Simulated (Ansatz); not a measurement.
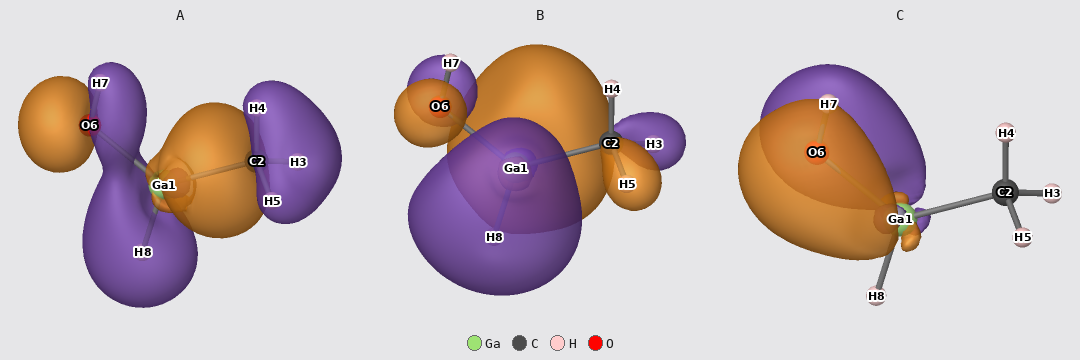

Figure 1: CH5GaO. Three frontier orbitals at ±0.08 Å⁻³ᐟ² (orange and purple are the two phases), in no order.

Computed with RKS PBE0-D4/def2-SVP in Ansatz 0.2.0.

```csv
atom,x (Å),y (Å),z (Å)
Ga,-0.1266,0.0110,-0.0315
C,0.0505,-0.0225,1.9229
H,-0.7673,-0.6137,2.3643
H,1.0089,-0.4511,2.2503
H,-0.0308,0.9985,2.3287
O,1.2381,-0.5231,-1.0613
H,2.0220,-0.8152,-0.5859
H,-1.3543,0.4642,-0.8859
```

Order the three orbitals by energy and name them.

Answer. C is the HOMO−1 (−8.47 eV). Its weight (Hirshfeld) is mainly on O6 (about 80 %) and Ga1 (about 10 %); largely a lone pair of O6. A is the HOMO (−7.96 eV). By Hirshfeld shares it lies mainly on C2 (about 35 %), O6 (about 20 %), Ga1 (about 20 %) and H8 (about 15 %). B is the LUMO (−0.56 eV). Its weight (Hirshfeld) is mainly on Ga1 (about 75 %) and O6 (about 10 %).

What is the HOMO–LUMO gap?

Answer. 7.40 eV between the orbital energies.
